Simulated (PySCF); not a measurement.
**Run report: RuH₂O₂, frequency calculation**

System: RuH₂O₂, multiplicity 3.
Method: UKS-based PBE, Ru def2-SVP with ECP28, O def2-SVP, H def2-SVP; non-relativistic Hamiltonian with a scalar-relativistic core potential; density fitting (PySCF 2.14.0).

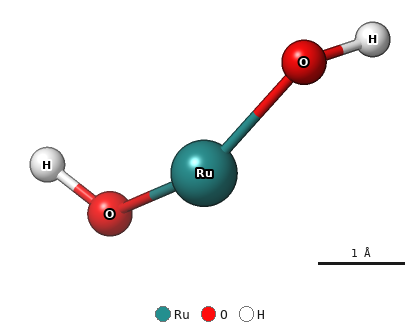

The structure (ball-and-stick view, seen at a tilt). Sticks mark near contacts. Bond lengths as drawn: H–O 0.98 Å and O–Ru 1.85 Å.

**Input**
```python
from pyscf import gto, scf, dft
mol = gto.M(atom='''
Ru     0.000000     0.152306     0.000000
O      0.035563    -0.419671     1.760095
O     -0.035563    -0.419671    -1.760095
H     -0.654805    -1.002865     2.135995
H      0.654805    -1.002865    -2.135995''',
    basis={'Ru': 'def2-SVP', 'O': 'def2-SVP', 'H': 'def2-SVP'},
    ecp={'Ru': 'def2-SVP'},
    charge=0, spin=2)
mf = dft.UKS(mol, xc='PBE')
mf.grids.atom_grid = (75, 302)
aux = {'Ru': 'def2-universal-JKFIT', 'O': 'def2-universal-JKFIT', 'H': 'def2-universal-JKFIT'}
mf = mf.density_fit(auxbasis=aux)
mf.conv_tol = 1e-09
mf.diis_space = 10
mf.max_cycle = 60
mf.verbose = 4
mf.kernel()
```

The script is an equivalent of the set-up of the self-consistent field. The run itself was carried out by a driver, which started from the orbitals of the step before it where there was one and computed the further properties.

Hardware: 2 threads of Arm Neoverse N1, 98 GiB of memory available, shared host.

Run as:
```bash
OMP_NUM_THREADS=2 python axn.py task.json out
```

**The program's output**
```
init E= -246.252316085197
  alpha nocc = 18  HOMO = -0.179632664795715  LUMO = -0.115320335648647
  beta  nocc = 16  HOMO = -0.165645307560322  LUMO = -0.146550383044187
  HOMO = -0.16564530756  LUMO = -0.146550383044  gap/eV = 0.51960
cycle= 1 E= -246.252316079295  delta_E= 5.9e-09  |g|= 0.000118  |ddm|= 0.000118
  alpha nocc = 18  HOMO = -0.179627951345152  LUMO = -0.115314353431169
  beta  nocc = 16  HOMO = -0.165638962954019  LUMO = -0.146543365548189
  HOMO = -0.165638962954  LUMO = -0.146543365548  gap/eV = 0.51962
cycle= 2 E= -246.25231597379  delta_E= 1.06e-07  |g|= 0.000499  |ddm|= 0.000491
  alpha nocc = 18  HOMO = -0.179631029581641  LUMO = -0.115318096518355
  beta  nocc = 16  HOMO = -0.165643233735303  LUMO = -0.146548067280209
  HOMO = -0.165643233735  LUMO = -0.14654806728  gap/eV = 0.51961
cycle= 3 E= -246.252316085534  delta_E= -1.12e-07  |g|= 6.2e-06  |ddm|= 0.000396
  alpha nocc = 18  HOMO = -0.179631563796287  LUMO = -0.115318861549263
  beta  nocc = 16  HOMO = -0.165643821673221  LUMO = -0.146548695701472
  HOMO = -0.165643821673  LUMO = -0.146548695701  gap/eV = 0.51960
cycle= 4 E= -246.252316085553  delta_E= -1.91e-11  |g|= 8.91e-07  |ddm|= 8.68e-06
  alpha nocc = 18  HOMO = -0.179631549976289  LUMO = -0.115318819320439
  beta  nocc = 16  HOMO = -0.165643886657906  LUMO = -0.146548798880213
  HOMO = -0.165643886658  LUMO = -0.14654879888  gap/eV = 0.51960
Extra cycle  E= -246.252316085552  delta_E= 1.36e-12  |g|= 2.69e-06  |ddm|= 2.66e-06
converged SCF energy = -246.252316085552  <S^2> = 2.0362025  2S+1 = 3.0240387
```

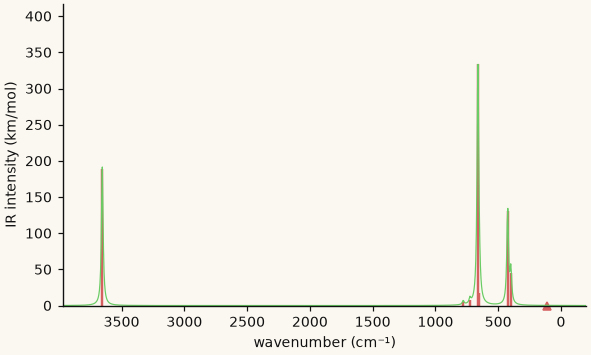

Harmonic infrared spectrum, unscaled: sticks (degenerate modes added up, dark ones marked on the axis) with a Lorentzian envelope of 16 cm⁻¹ full width, scaled to the tallest stick. 9 modes from 112 to 3654 cm⁻¹, none imaginary. The strongest line is at 662 cm⁻¹ (333 km/mol). All modes, in cm⁻¹ (km/mol): 112 (0.3), 399 (45), 425 (130), 650 (16.7), 662 (333), 725 (7.1), 779 (5.4), 3653 (133), 3654 (56).

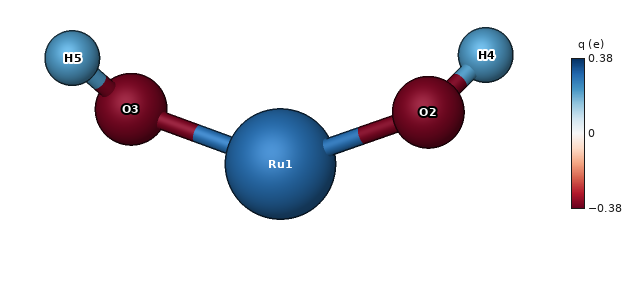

Mulliken charges, as the colour of each atom (ball-and-stick view, seen at a tilt; atoms are numbered from 1 in the order of the input). By element: Ru +0.29, O −0.36 and H +0.21 e.

**Results in brief**

- outcome: converged
- total energy: −246.252316 hartree
- ⟨S²⟩: 2.036
- zero-point energy: 0.025192 hartree
- dipole moment: 1.54 D
- wavenumbers, lowest and highest: 112 and 3654 cm⁻¹
- wall time: 1.8 min (CPU time 3.1 min)
- peak memory: 0.95 GiB
